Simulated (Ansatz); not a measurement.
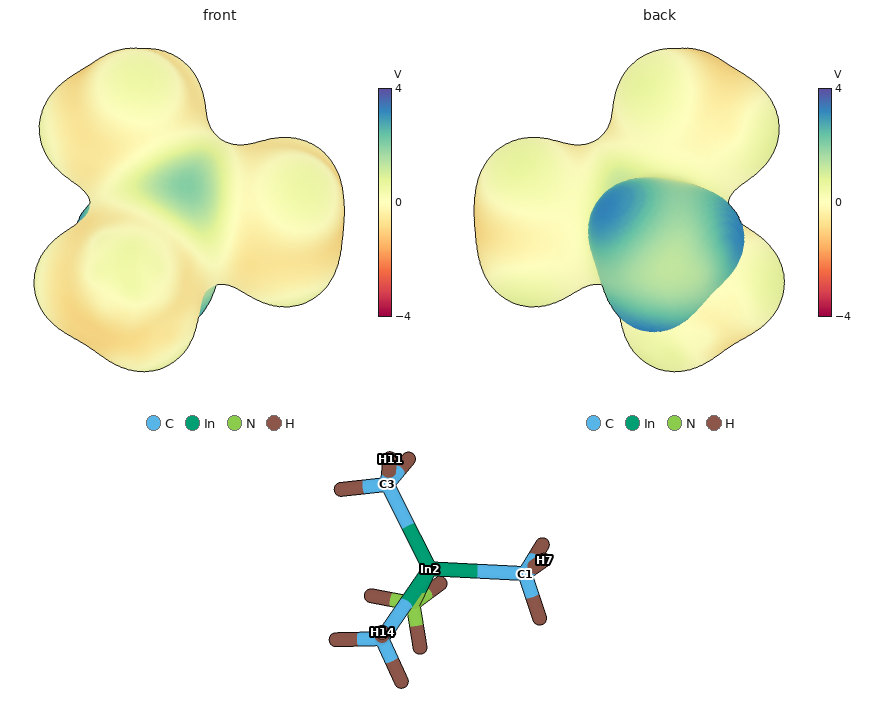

The picture shows: C$_{3}$H$_{12}$InN (SMILES [CH3][In-]([CH3])([CH3])[NH3+]). The molecular electrostatic potential painted on the density surface at 0.004 e/bohr³, seen from the front and from behind; red is negative and blue positive. The bare structure is drawn below in the same view.

Geometry: PBE0-D4/def2-TZVP; core potentials replace the inner electrons of In.

The calculation used RKS PBE0-D4/def2-TZVPP in Ansatz.

Input

```
crystal:
  periodic: [false, false, false]
  atoms:
    - {symbol: C, position_ang: [-1.122148, 0.920555, -1.742358]}
    - {symbol: In, position_ang: [0.197591, -0.143555, -0.375970]}
    - {symbol: C, position_ang: [2.157121, 0.697218, 0.064909]}
    - {symbol: C, position_ang: [-0.143010, -2.264469, -0.019946]}
    - {symbol: N, position_ang: [-0.875587, 0.631507, 1.667085]}
    - {symbol: H, position_ang: [-1.060139, 2.001961, -1.596673]}
    - {symbol: H, position_ang: [-0.846263, 0.713602, -2.779359]}
    - {symbol: H, position_ang: [-2.162586, 0.612229, -1.612536]}
    - {symbol: H, position_ang: [2.581475, 0.265558, 0.974913]}
    - {symbol: H, position_ang: [2.107086, 1.782193, 0.186389]}
    - {symbol: H, position_ang: [2.854129, 0.490901, -0.751137]}
    - {symbol: H, position_ang: [-1.210241, -2.494889, 0.029335]}
    - {symbol: H, position_ang: [0.325992, -2.592654, 0.911056]}
    - {symbol: H, position_ang: [0.283738, -2.861476, -0.829750]}
    - {symbol: H, position_ang: [-1.055761, 1.627703, 1.626670]}
    - {symbol: H, position_ang: [-1.760478, 0.160228, 1.813210]}
    - {symbol: H, position_ang: [-0.290121, 0.452988, 2.474462]}
basis:
  gaussian: {orbitals: def2-TZVPP}
hamiltonian: {xc: pbe0, dispersion: d4}
output: {orbitals: {seedname: orbitals}}
```

Run with:

```sh
ansatz run in.yaml --threads 4 --pin off --events-out ev --progress --plain --max-ram 11315MiB
```

Where is the surface potential most negative and most positive?

The most negative region (about −0.9 V) lies over C1, C3 and C4, the most positive (about +3.2 V) over H15, H16 and H17.
